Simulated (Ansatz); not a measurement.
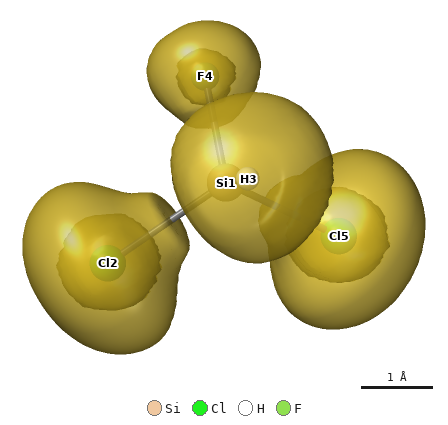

Cl2FHSi. Isosurface of the ELF at 0.75 (yellow), seen at a tilt. Only the valence region is drawn (cores and ρ < 0.01 e/Å³ removed).

Method: Ansatz, RKS PBE-D4/def2-SVP.

Input

```
crystal:
  periodic: [false, false, false]
  atoms:
    - { symbol: Si, position_ang: [0.239381, -0.033175, 0.035864] }
    - { symbol: Cl, position_ang: [0.79798, -0.032924, 2.049485] }
    - { symbol: H, position_ang: [1.621816, 0.007985, -0.423962] }
    - { symbol: F, position_ang: [-0.621931, 1.290121, -0.333711] }
    - { symbol: Cl, position_ang: [-0.862147, -1.672707, -0.496075] }
basis:
  gaussian: { orbitals: def2-SVP }
hamiltonian:
  xc: pbe
  dispersion: d4
relax:
  f_tol: 0.03
  max_steps: 50
output:
  orbitals: {}
```

Run with:

```sh
ansatz run input.yaml --threads 1 --pin off --max-ram 2048MiB --backend cpu --events-out ev --progress --plain --runs-dir out
```

The fields are those of the run's last geometry, not of the input's.

Describe the localisation domains.

The ELF exceeds this value in one region around a hydrogen nucleus, two regions on Cl in which the atom's valence shell and bonds are merged and one region wrapped around F (its lone pairs, merged into a ring or cap). Along the contacts the grid gives the following. Si–F (1.62 Å): the ELF peaks at about 0.85 in the valence shell of F, 0.6 Å from its nucleus, and is about 0.45 at the midpoint. Si–Cl (2.05 Å): the ELF peaks at about 0.90 between the atoms; a shared but strongly polarised pair.
